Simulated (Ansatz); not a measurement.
# C$_{3}$H$_{9}$InO$_{2}$ (SMILES C[O][In]([CH3])[O]C): what the fields show

The calculation's input:

```
crystal:
  periodic: [false, false, false]
  atoms:
    - {symbol: C, position_ang: [-2.303888, -0.090207, 0.262688]}
    - {symbol: O, position_ang: [-1.287762, -1.052204, 0.236145]}
    - {symbol: In, position_ang: [0.655086, -0.721485, -0.019816]}
    - {symbol: C, position_ang: [2.073173, -2.298858, -0.065499]}
    - {symbol: O, position_ang: [1.171315, 1.185829, -0.229841]}
    - {symbol: C, position_ang: [0.313963, 2.291667, -0.198569]}
    - {symbol: H, position_ang: [-3.242638, -0.577940, 0.550911]}
    - {symbol: H, position_ang: [-2.466938, 0.378847, -0.717383]}
    - {symbol: H, position_ang: [-2.118248, 0.714719, 0.986436]}
    - {symbol: H, position_ang: [2.856419, -2.102445, 0.665889]}
    - {symbol: H, position_ang: [1.578271, -3.240814, 0.164128]}
    - {symbol: H, position_ang: [2.521607, -2.351265, -1.057350]}
    - {symbol: H, position_ang: [-0.527783, 2.206435, -0.898846]}
    - {symbol: H, position_ang: [-0.105608, 2.471933, 0.800788]}
    - {symbol: H, position_ang: [0.883022, 3.185787, -0.479680]}
basis:
  gaussian: {orbitals: def2-TZVPP}
hamiltonian: {xc: pbe0, dispersion: d4}
output: {orbitals: {seedname: orbitals}}
```

Run with:

```sh
ansatz run in.yaml --threads 2 --pin off --events-out ev --progress --plain --max-ram 32768MiB --backend cuda --devices 0, --max-vram 18GiB
```

Geometry: PBE0-D4/def2-TZVP; core potentials replace the inner electrons of In.

These are results of RKS PBE0-D4/def2-TZVPP (Ansatz), not measurements.

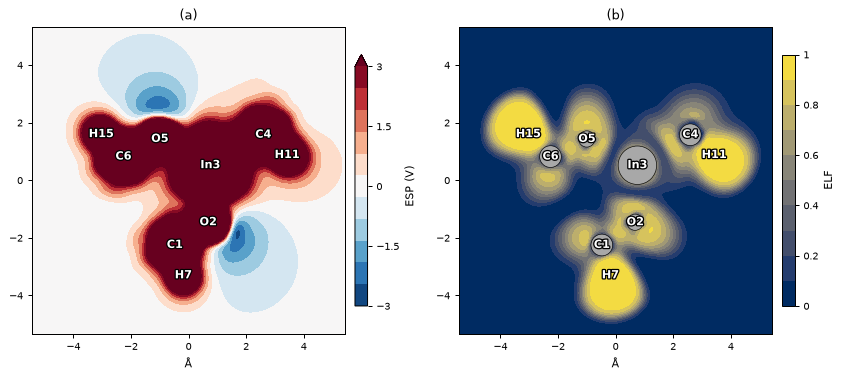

Figure 1. (a) molecular electrostatic potential; (b) ELF on the plane of atoms In3, C4 and H11. Grey discs cover the atomic cores in the ELF map.

Describe what can be read from this map.

Answer. Atoms in the plane: C, O, In and H.
C–O (1.40 Å): the ELF peaks at about 0.85 between the atoms: a polar covalent bond.
In–O (1.99 Å): the ELF peaks at about 0.85 in the valence shell of O, 0.6 Å from its nucleus, and drops to about 0.15 between the two atoms.
C–In (2.12 Å): the ELF peaks at about 0.85 in the valence shell of C, 0.7 Å from its nucleus, and drops to about 0.20 between the two atoms.
C–H (1.09 Å): the ELF climbs to about 1 towards the hydrogen, as it does in any bond to H; an ordinary covalent bond to hydrogen.
The ELF also peaks beside O2 and O5, away from the bonds: lone-pair regions.
Outside the dense part of the molecule the potential is most negative (−2.6 V) near O2.

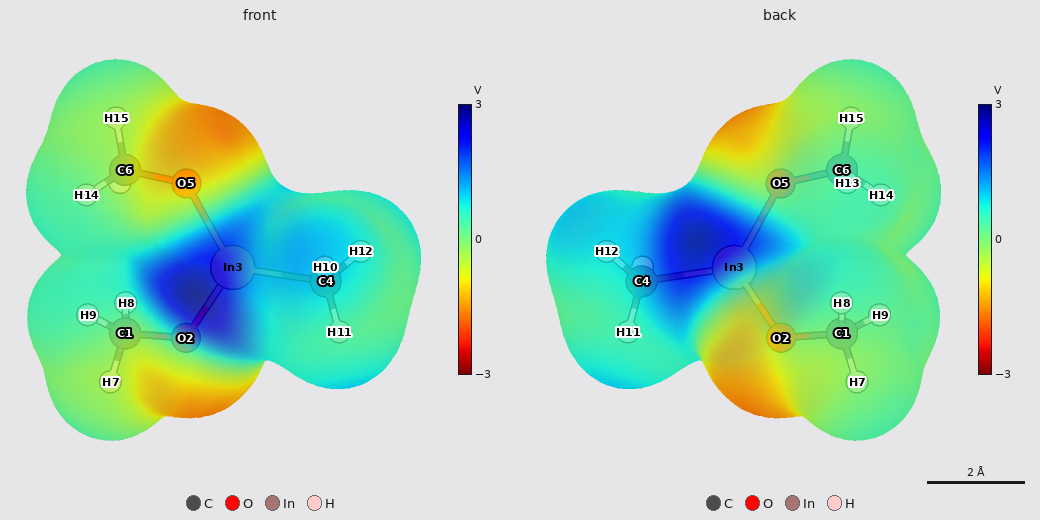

Figure 2. The electrostatic potential painted on the density surface at 0.002 e/bohr³, seen from the front and from behind; the colour scale runs from red (negative) to blue (positive).

Where is the surface potential most negative and most positive?

Answer. The most negative region (about −1.6 V) lies over O2 and O5, the most positive (about +2.7 V) over In3.
